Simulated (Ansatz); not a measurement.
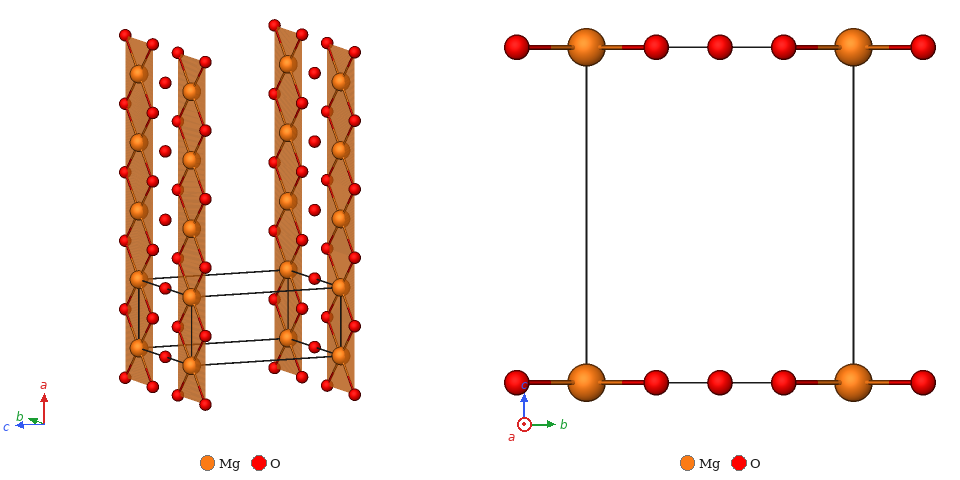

Polyhedra are drawn about Mg (bonds: Mg–O below 2.2 Å); other atoms are plain spheres. Two views of the same piece.

MgO₃ (space group Pmmm, No. 47). Coordinates: coordinates from a relaxation with DFT PBE, scalar-relativistic, plane waves, PAW in Ansatz 0.2.0; the starting structure was generated, so it need not be a known form of this composition.

What figure surrounds each Mg atom, and what does it share with the other drawn polyhedra?

Mg: MgO4 square, sharing edges with two neighbours.

How do these polyhedra hang together as a whole?

They form chains of edge-sharing squares along [100].
